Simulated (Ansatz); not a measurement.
**Geometry relaxation, with input and output: ZrNH₆O₃F (part 3 of 3)**

ZrNH₆O₃F; RKS B3LYP/def2-SVP (Ansatz 0.2.0). It belongs to a series of runs on one base structure; here: end point B relaxed.

Geometry of the input (Å):
```
Zr 0.0979  0.5113  -0.3700
F  0.8064  -0.8242  2.4313
O  1.6373  -0.4632  -1.0157
H  2.2252  -1.1340  -1.3711
O  -0.8584  1.4276  -1.7791
H  -1.4204  1.6425  -2.5259
O  -1.2284  -0.6289  0.5030
H  -1.0332  -1.1399  1.3021
N  0.8742  1.9119  1.1016
H  1.8585  2.1839  1.1234
H  0.3335  2.6849  1.4889
H  0.8728  0.1079  2.4340
```

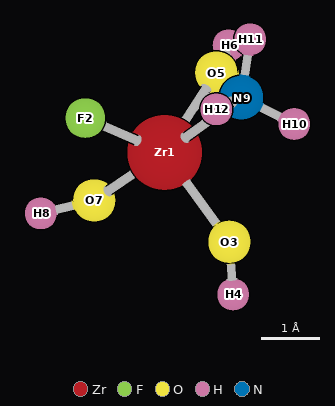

Fig. 1: The geometry at step 32 of the log (ball-and-stick view, seen at a tilt; atoms are numbered from 1 in the order of the input).

Trajectory as extended XYZ, continued
```
12
Properties=species:S:1:pos:R:3:forces:R:3 step=24 energy=-11726.71199
Zr    0.1232   -0.0076    0.0228    0.1386  -0.1416   0.0985
F     0.7709   -0.5908    1.8191   -0.1265   0.0642  -0.1457
O     1.5758   -0.7146   -1.0943   -0.0034  -0.1165   0.0822
H     2.0598   -1.5500   -1.1300   -0.0694   0.1518  -0.0107
O    -0.6805    1.3996   -1.0783    0.0072   0.0137   0.0562
H    -1.0863    2.1407   -1.5267   -0.0419   0.0085  -0.0172
O    -1.4337   -1.2121    0.1547    0.0868   0.0056   0.0080
H    -1.5360   -1.9522    0.7659   -0.0114   0.0212  -0.0283
N     0.9922    1.9778    1.1984   -0.0078   0.0365  -0.0218
H     1.8348    2.3814    0.7812   -0.0142  -0.0202  -0.0200
H     0.3099    2.7360    1.2664    0.0335  -0.0055   0.0040
H     1.2352    1.6716    2.1433    0.0085  -0.0176  -0.0052
12
Properties=species:S:1:pos:R:3:forces:R:3 step=25 energy=-11726.72926
Zr    0.1166   -0.0097    0.0312   -0.0652  -0.1713   0.2482
F     0.6233   -0.5586    1.8899   -0.0957   0.1568  -0.3107
O     1.6154   -0.6892   -1.0403    0.0964  -0.2737   0.0933
H     2.0850   -1.5325   -1.1309   -0.1579   0.3195   0.0056
O    -0.7114    1.3970   -1.0498    0.0095   0.0225   0.0185
H    -1.1540    2.1365   -1.4671   -0.0281  -0.0406   0.0020
O    -1.4099   -1.2627    0.0878    0.1325  -0.0247   0.0351
H    -1.5399   -1.9754    0.7282    0.0071   0.0834  -0.0878
N     1.0228    1.9848    1.1705    0.1107  -0.0031   0.0053
H     1.8644    2.3639    0.7260   -0.0551  -0.0188   0.0312
H     0.3691    2.7650    1.2717    0.0263  -0.0647  -0.0308
H     1.2839    1.6607    2.1052    0.0194   0.0146  -0.0100
12
Properties=species:S:1:pos:R:3:forces:R:3 step=26 energy=-11726.75696
Zr    0.0768    0.0009    0.0512    0.0548  -0.4014   0.3820
F     0.4568   -0.4903    1.9669   -0.2094   0.1844  -0.5606
O     1.6480   -0.6361   -0.9450    0.0686  -0.3695   0.0730
H     2.1063   -1.4802   -1.0963   -0.2337   0.4562   0.0518
O    -0.7774    1.3945   -1.0236   -0.0588   0.2247   0.0227
H    -1.2708    2.1172   -1.4219    0.0813  -0.2100   0.0745
O    -1.3871   -1.3356   -0.0131    0.2352  -0.0089   0.2262
H    -1.5504   -2.0194    0.6547    0.0205   0.1470  -0.1998
N     1.1032    1.9700    1.1450    0.0554   0.1027  -0.0452
H     1.9342    2.3463    0.6766   -0.1002  -0.0482   0.0464
H     0.4450    2.7485    1.2460    0.1031  -0.0785   0.0018
H     1.3806    1.6641    2.0821   -0.0167   0.0015  -0.0727
12
Properties=species:S:1:pos:R:3:forces:R:3 step=27 energy=-11726.79197
Zr    0.0466    0.0010    0.0728   -0.0810  -0.2899   0.3950
F     0.2815   -0.4342    2.0248   -0.1086   0.2584  -0.6564
O     1.6677   -0.5902   -0.8701    0.0527  -0.3709   0.0609
H     2.1218   -1.4244   -1.0715   -0.2026   0.4045   0.0588
O    -0.8000    1.4194   -0.9734   -0.1561   0.1426  -0.0158
H    -1.3416    2.1001   -1.3844    0.1115  -0.2268   0.0915
O    -1.3576   -1.3968   -0.0639    0.2900   0.0613   0.1766
H    -1.5407   -2.0800    0.5983   -0.0012   0.1295  -0.1818
N     1.1490    1.9659    1.1011    0.1034   0.0268   0.1166
H     1.9820    2.3253    0.6247   -0.0871  -0.0771   0.0174
H     0.5227    2.7655    1.2386    0.0731  -0.1386  -0.0190
H     1.4338    1.6282    2.0255    0.0059   0.0804  -0.0440
12
Properties=species:S:1:pos:R:3:forces:R:3 step=28 energy=-11726.84113
Zr    0.0217    0.0228    0.0782   -0.1734  -0.3463   0.6791
F     0.1208   -0.3244    2.0546   -0.1214   0.1084  -0.6758
O     1.6778   -0.5544   -0.8062    0.0511  -0.2111   0.0275
H     2.1221   -1.3792   -1.0453   -0.1129   0.2425   0.0198
O    -0.8564    1.4404   -0.9395   -0.2234   0.3195  -0.1001
H    -1.4559    2.0523   -1.3848    0.2378  -0.3243   0.1771
O    -1.3000   -1.4428   -0.1252    0.2800   0.1139   0.1479
H    -1.5265   -2.1217    0.5252   -0.0173   0.0754  -0.1411
N     1.2096    1.9326    1.1149    0.1614   0.1679  -0.0281
H     2.0194    2.2519    0.5713   -0.1028  -0.0384   0.1214
H     0.5958    2.7458    1.2310    0.0973  -0.1288  -0.0020
H     1.5369    1.6565    2.0485   -0.0762   0.0213  -0.2259
12
Properties=species:S:1:pos:R:3:forces:R:3 step=29 energy=-11726.88213
Zr   -0.0013    0.0260    0.1191   -0.1833  -0.3788   0.5199
F     0.0042   -0.2949    2.0907   -0.0661   0.1530  -0.5829
O     1.6811   -0.5272   -0.7303    0.0734  -0.1626   0.0145
H     2.1152   -1.3405   -1.0164   -0.0866   0.1740   0.0111
O    -0.8783    1.4492   -0.8905   -0.2592   0.3544  -0.1157
H    -1.4969    2.0184   -1.3656    0.2478  -0.3121   0.1905
O    -1.2639   -1.4723   -0.1702    0.2082   0.0414   0.2151
H    -1.5483   -2.1761    0.4298    0.0159   0.1293  -0.1808
N     1.2481    1.9275    1.0978    0.2786   0.1635   0.0907
H     2.0315    2.2376    0.5091   -0.1597  -0.0755   0.1240
H     0.6418    2.7436    1.2267    0.0652  -0.0993  -0.0041
H     1.6320    1.6885    2.0224   -0.1344   0.0129  -0.2823
12
Properties=species:S:1:pos:R:3:forces:R:3 step=30 energy=-11726.93817
Zr   -0.0405    0.0131    0.1559   -0.0129  -0.0800   0.3298
F    -0.1636   -0.1885    2.1139   -0.0207   0.0681  -0.2746
O     1.6823   -0.5062   -0.6412    0.0952  -0.1613  -0.0181
H     2.0877   -1.2981   -1.0151   -0.0854   0.1563   0.0323
O    -0.9251    1.4594   -0.8116   -0.2023   0.2351  -0.0958
H    -1.5655    1.9387   -1.3474    0.1515  -0.1845   0.1213
O    -1.2016   -1.5371   -0.2169    0.0931  -0.0553   0.2818
H    -1.5800   -2.2714    0.2894    0.0942   0.2418  -0.2366
N     1.3246    1.9561    1.0961   -0.0698  -0.3094  -0.1758
H     2.0878    2.2207    0.4693   -0.0279   0.0117   0.0460
H     0.7312    2.7749    1.2260   -0.0069   0.0755   0.0149
H     1.7279    1.7182    2.0042   -0.0079   0.0021  -0.0252
12
Properties=species:S:1:pos:R:3:forces:R:3 step=31 energy=-11726.96947
Zr   -0.0523    0.0436    0.2133   -0.1679  -0.2130   0.0334
F    -0.3136   -0.0746    2.1573    0.0531   0.0375  -0.1858
O     1.7035   -0.4641   -0.5311    0.2670  -0.3143  -0.1863
H     2.0702   -1.2309   -0.9985   -0.2044   0.3243   0.1825
O    -0.9822    1.4773   -0.7348   -0.3625   0.3271  -0.3019
H    -1.6497    1.8654   -1.3200    0.3637  -0.2751   0.3017
O    -1.1071   -1.5551   -0.2549   -0.1972  -0.3509   0.5258
H    -1.5759   -2.3032    0.1616    0.3319   0.5503  -0.3925
N     1.3638    1.9254    1.0588   -0.0514  -0.1557  -0.0829
H     2.1297    2.1473    0.4172   -0.0766  -0.0369   0.0640
H     0.8089    2.7707    1.1913    0.0013   0.0764   0.0196
H     1.7699    1.6781    1.9622    0.0430   0.0304   0.0224
12
Properties=species:S:1:pos:R:3:forces:R:3 step=32 energy=-11726.98727
Zr   -0.0521    0.0494    0.2223   -0.2448  -0.0520  -0.0750
F    -0.3360   -0.0506    2.1530    0.0107  -0.0284   0.0593
O     1.7171   -0.4436   -0.5067    0.1900  -0.1067  -0.0970
H     2.0584   -1.1865   -1.0196   -0.0794   0.1109   0.0777
O    -0.9817    1.4819   -0.7314   -0.0488   0.1111  -0.0656
H    -1.6351    1.8366   -1.3391    0.0409  -0.0782   0.0296
O    -1.0920   -1.5520   -0.2387   -0.0152  -0.0785   0.2430
H    -1.5632   -2.2948    0.1585    0.0665   0.1280  -0.1722
N     1.3379    1.9104    1.0686    0.1105   0.0841  -0.0707
H     2.0815    2.0764    0.3826   -0.0791   0.0179   0.1289
H     0.8462    2.7959    1.2206    0.0305  -0.1223  -0.0441
H     1.7840    1.6566    1.9524    0.0181   0.0141  -0.0140
12
Properties=species:S:1:pos:R:3:forces:R:3 step=33 energy=-11726.99077
Zr   -0.0744    0.0623    0.2329    0.1647  -0.1322  -0.1104
F    -0.3502   -0.0394    2.1616   -0.0389   0.0337   0.1163
O     1.7154   -0.4109   -0.4800    0.0193  -0.0544  -0.0758
H     2.0334   -1.1359   -1.0286   -0.0481  -0.0049   0.0195
O    -1.0021    1.4863   -0.7408    0.0542   0.0668   0.0704
H    -1.6464    1.7924   -1.3801   -0.0547  -0.0059  -0.0518
O    -1.0845   -1.5526   -0.2169    0.0530   0.1030   0.0614
H    -1.5759   -2.2959    0.1377   -0.0630  -0.1113  -0.0513
N     1.3725    1.8820    1.0709   -0.0284   0.2957   0.0138
H     2.1159    2.0819    0.3930   -0.1596  -0.0350   0.0892
H     0.8327    2.7440    1.2118    0.1692  -0.1208  -0.0238
H     1.8288    1.6656    1.9611   -0.0677  -0.0347  -0.0574
12
Properties=species:S:1:pos:R:3:forces:R:3 step=34 energy=-11727.00532
Zr   -0.0373    0.0609    0.2420    0.0961   0.1502  -0.0552
F    -0.2502    0.0797    2.1855   -0.1132  -0.1613   0.0908
O     1.7164   -0.4676   -0.5234    0.0282  -0.0886  -0.0265
H     1.9288   -1.2634   -1.0286   -0.0134   0.1280   0.0654
O    -0.9656    1.4937   -0.7303   -0.0554   0.0438  -0.0431
H    -1.6301    1.7002   -1.3938    0.0515  -0.0418   0.0434
O    -1.0658   -1.5361   -0.1886   -0.1385  -0.1571   0.1643
H    -1.6010   -2.3117    0.0070    0.0751   0.1146  -0.1004
N     1.3606    1.9263    1.0824    0.0846  -0.0788  -0.0644
H     2.0772    2.2129    0.4138    0.0274   0.0354   0.0094
H     0.8010    2.7476    1.3133   -0.0395   0.0514  -0.0200
H     1.8310    1.6372    1.9432   -0.0029   0.0042  -0.0636
12
Properties=species:S:1:pos:R:3:forces:R:3 step=35 energy=-11727.01538
Zr   -0.0427    0.0650    0.2553   -0.0144   0.0194  -0.0166
F    -0.3090    0.0291    2.1944    0.0256   0.0004   0.0039
O     1.7266   -0.4458   -0.4915    0.0027  -0.0907  -0.0573
H     1.9423   -1.2181   -1.0301   -0.0071   0.0966   0.0767
O    -0.9749    1.4980   -0.7147   -0.1123   0.0465  -0.1250
H    -1.6309    1.6933   -1.3926    0.1040  -0.0551   0.1149
O    -1.0633   -1.5371   -0.1785   -0.1301  -0.1585   0.0867
H    -1.6050   -2.3122    0.0051    0.1146   0.1615  -0.0973
N     1.3665    1.9251    1.0636    0.0190   0.0102   0.0523
H     2.0950    2.1892    0.3963   -0.0402  -0.0259   0.0177
H     0.8307    2.7663    1.2902    0.0130  -0.0396  -0.0330
H     1.8300    1.6271    1.9250    0.0251   0.0353  -0.0230
12
Properties=species:S:1:pos:R:3:forces:R:3 step=36 energy=-11727.02934
Zr   -0.0394    0.0551    0.2938   -0.0036   0.0451   0.0740
F    -0.2662    0.0242    2.2352   -0.0201  -0.0243   0.0156
O     1.7254   -0.4729   -0.4438   -0.0052   0.0005  -0.0031
H     1.9502   -1.2549   -0.9584    0.0341  -0.0219  -0.0202
O    -0.9535    1.5134   -0.6720    0.0200   0.0073   0.0068
H    -1.6419    1.6236   -1.3337   -0.0087  -0.0082  -0.0025
O    -1.0991   -1.5051   -0.1730   -0.0354  -0.0700  -0.0001
H    -1.6382   -2.2989   -0.1917    0.0361   0.0696  -0.0160
N     1.3726    1.9350    1.0568    0.0003  -0.0456   0.0187
H     2.0475    2.1985    0.3377    0.0138   0.0272  -0.0277
H     0.8067    2.7578    1.2704    0.0012   0.0358  -0.0104
H     1.9011    1.7041    1.9013   -0.0323  -0.0155  -0.0351
12
Properties=species:S:1:pos:R:3:forces:R:3 step=37 energy=-11727.03277
Zr   -0.0327    0.0457    0.3185    0.0002   0.0078  -0.0432
F    -0.2586   -0.0105    2.2572   -0.0021  -0.0039   0.0418
O     1.7259   -0.4878   -0.4286   -0.0092   0.0145   0.0239
H     1.9777   -1.2622   -0.9418    0.0161  -0.0148  -0.0130
O    -0.9361    1.5211   -0.6411    0.0304  -0.0003   0.0332
H    -1.6388    1.5839   -1.2943   -0.0244  -0.0043  -0.0174
O    -1.1142   -1.4879   -0.1843    0.0143   0.0136   0.0125
H    -1.6657   -2.2679   -0.2554   -0.0136  -0.0074  -0.0127
N     1.3685    1.9423    1.0491   -0.0098  -0.0035  -0.0137
H     2.0346    2.1868    0.3143    0.0104   0.0043  -0.0107
H     0.7986    2.7699    1.2335   -0.0016   0.0105   0.0013
H     1.9061    1.7463    1.8956   -0.0107  -0.0166  -0.0019
12
Properties=species:S:1:pos:R:3:forces:R:3 step=38 energy=-11727.03389
Zr   -0.0295    0.0415    0.3239    0.0024   0.0029   0.0277
F    -0.2448   -0.0215    2.2654    0.0058   0.0043  -0.0071
O     1.7287   -0.4930   -0.4194    0.0026  -0.0029  -0.0017
H     2.0027   -1.2601   -0.9325    0.0029   0.0013   0.0010
O    -0.9355    1.5233   -0.6266    0.0005   0.0007  -0.0047
H    -1.6466    1.5633   -1.2738   -0.0032  -0.0010   0.0029
O    -1.1227   -1.4812   -0.1836   -0.0021  -0.0002  -0.0059
H    -1.6859   -2.2493   -0.2874    0.0000   0.0028  -0.0036
N     1.3664    1.9458    1.0411   -0.0118   0.0008  -0.0103
H     2.0414    2.1784    0.3101    0.0018  -0.0017   0.0040
H     0.7982    2.7782    1.2099    0.0029  -0.0022  -0.0007
H     1.8929    1.7543    1.8955   -0.0017  -0.0048  -0.0016
12
Properties=species:S:1:pos:R:3:forces:R:3 step=39 energy=-11727.03407
Zr   -0.0250    0.0383    0.3311   -0.0103   0.0093  -0.0157
F    -0.2286   -0.0257    2.2738    0.0030   0.0003  -0.0093
O     1.7304   -0.4981   -0.4152    0.0091  -0.0146  -0.0031
H     2.0183   -1.2621   -0.9256   -0.0066   0.0118   0.0068
O    -0.9343    1.5213   -0.6180   -0.0164   0.0031  -0.0141
H    -1.6560    1.5430   -1.2554    0.0215  -0.0029   0.0223
O    -1.1303   -1.4722   -0.1865   -0.0248  -0.0420   0.0009
H    -1.7006   -2.2323   -0.3148    0.0282   0.0375   0.0059
N     1.3653    1.9487    1.0346    0.0029   0.0039   0.0054
H     2.0510    2.1751    0.3115   -0.0096  -0.0086   0.0065
H     0.7954    2.7827    1.1893    0.0066  -0.0065   0.0006
H     1.8795    1.7611    1.8976   -0.0036   0.0086  -0.0062
12
Properties=species:S:1:pos:R:3:forces:R:3 step=40 energy=-11727.03415
Zr   -0.0254    0.0386    0.3296   -0.0074  -0.0103   0.0177
F    -0.2310   -0.0286    2.2719    0.0021   0.0004  -0.0117
O     1.7317   -0.4983   -0.4130    0.0052  -0.0027  -0.0061
H     2.0203   -1.2604   -0.9255   -0.0053   0.0078   0.0061
O    -0.9341    1.5243   -0.6156   -0.0144   0.0017  -0.0181
H    -1.6574    1.5460   -1.2508    0.0124   0.0002   0.0132
O    -1.1289   -1.4736   -0.1875   -0.0075  -0.0068  -0.0023
H    -1.6992   -2.2332   -0.3148    0.0094   0.0110   0.0020
N     1.3636    1.9480    1.0354    0.0080   0.0161  -0.0059
H     2.0495    2.1648    0.3095   -0.0063  -0.0018   0.0124
H     0.7983    2.7866    1.1840    0.0051  -0.0160  -0.0044
H     1.8780    1.7657    1.8993   -0.0014   0.0005  -0.0029
```

Results in brief

| quantity | value |
| --- | --- |
| outcome | converged |
| total energy | −11727.0345 eV |
| mean-field energy | −11727.0345 eV |
| largest force (length of the vector) at the end | 0.023 eV/Å |
| hardware | 4 threads of Arm Neoverse V1, 24 GiB of memory available, shared host |
| wall time | 2.1 min (CPU time 7.8 min) |
| peak memory | 0.35 GiB |
